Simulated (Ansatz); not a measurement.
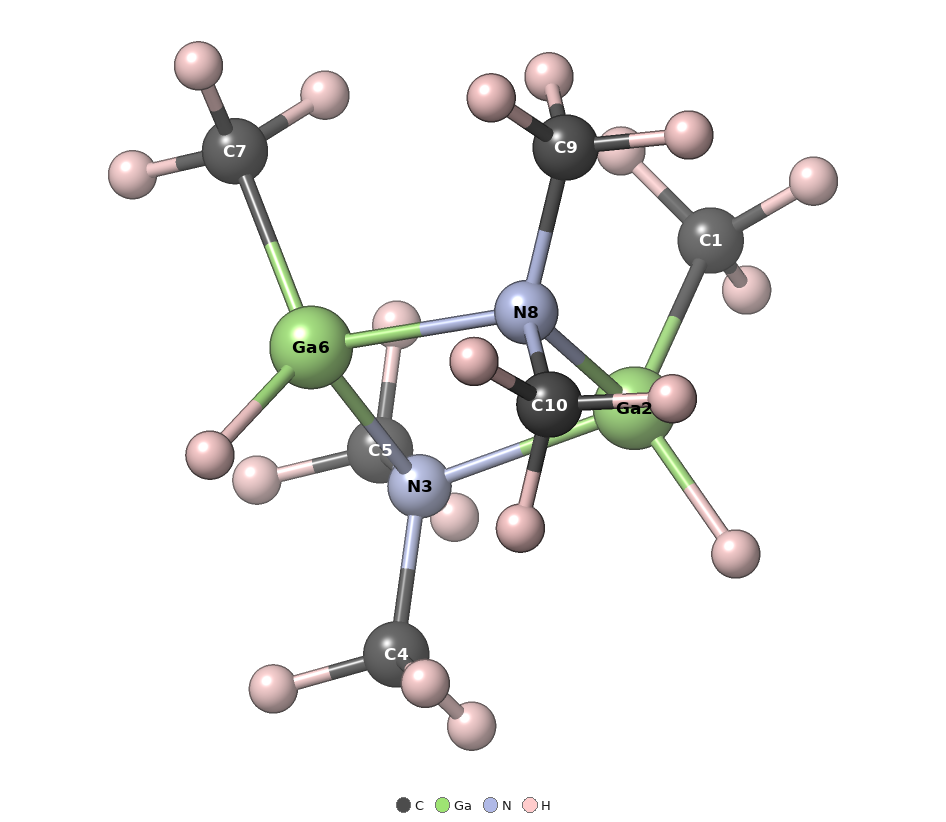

Atoms fade into the background with distance from the viewer. The computed structure is the end point of a PBE0-D4/def2-TZVP optimisation. No frequency run is at hand to confirm it as a minimum.

What is the conformation of the ring Ga2–N3–Ga6–N8?

Answer. It is puckered (butterfly). The Cremer–Pople amplitude Q is 0.22 Å.

Give the torsion angles round the ring, beginning with the bond from its second to its third atom.

Answer. −12°, 12°, −12°, 12°.
